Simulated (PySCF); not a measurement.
**C₅H₁₄O₃Si₂: density, localisation and related maps**

Input file:

```
{"job": {"kind": "uv", "xc": "CAM-B3LYP", "basis": "def2-SVPD", "ip": true}, "charge": 0, "multiplicity": 1}
C     -2.185698     1.664903     0.629281
Si    -1.418131     0.056161     0.083476
C     -0.545490     0.218780    -1.569707
C     -2.686862    -1.322700     0.001775
O     -0.302567    -0.320530     1.293781
C      0.679975    -1.283413     1.189063
C      1.968072    -0.824524     0.533256
O      2.836702    -1.589754     0.192232
O      2.078155     0.492682     0.383036
Si     3.523070     1.060110    -0.359479
H     -2.646001     1.555276     1.623316
H     -2.965449     1.994226    -0.075087
H     -1.421333     2.454202     0.694352
H     -1.277021     0.399275    -2.373657
H      0.008048    -0.697385    -1.832404
H      0.168345     1.055743    -1.558354
H     -3.178019    -1.457325     0.978106
H     -2.223821    -2.282288    -0.278936
H     -3.466448    -1.101207    -0.744558
H      0.367378    -2.194208     0.642046
H      0.968672    -1.628558     2.199175
H      4.703784     0.718654     0.475076
H      3.314366     2.531542    -0.393951
H      3.635210     0.518133    -1.739080
```

Run with:

```sh
OMP_NUM_THREADS=1 python probes_run.py task.json out
```

Geometry: PBE0-D3(BJ)/def2-SVP.

Computed with PySCF 2.14.0, CAM-B3LYP/def2-SVPD, SCF density, gas phase.

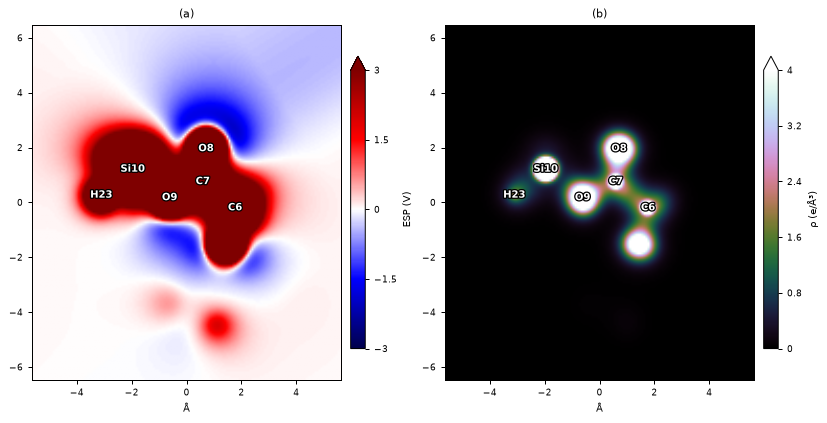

Figure 1. (a) electrostatic potential; (b) electron density on the plane of atoms C6, C7 and O8.

What do the fields say about this system?

The section cuts through C, O, Si and H sites. C–O (1.21 Å): the density is about 3.4 e/Å³ at the midpoint. C–C (1.52 Å): ρ at the midpoint is about 1.8 e/Å³. C–O (1.33 Å): ρ at the midpoint is about 2.5 e/Å³. Outside the dense part of the molecule the potential is most negative (−1.9 V) near O8.

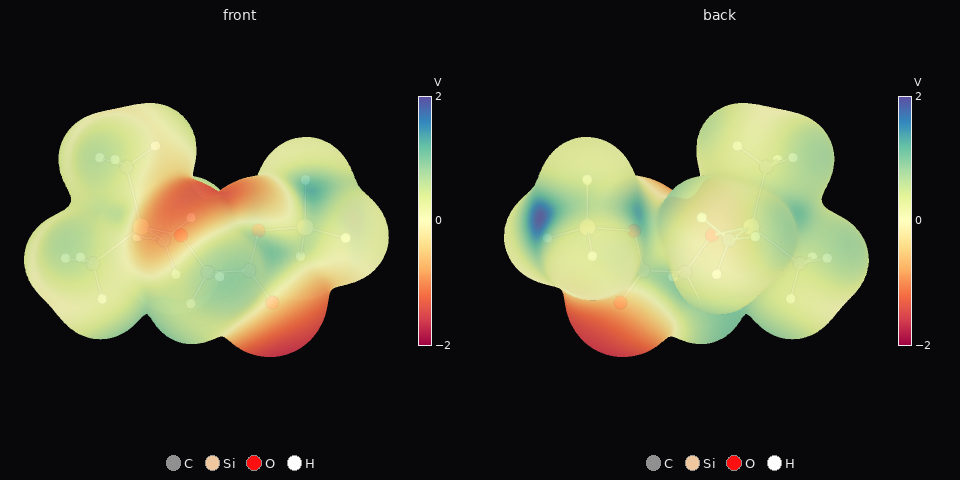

Figure 2. The electrostatic potential painted on the density surface at 0.002 e/bohr³, seen from the front and from behind; the colour scale runs from red (negative) to blue (positive).

Which sites attract a positive test charge, and which a negative one?

A positive charge is drawn to the negative regions and a negative charge to the positive ones. The most negative region (about −1.6 V) lies over O8, the most positive (about +1.6 V) over Si10. O8 is the likeliest acceptor of a hydrogen bond.
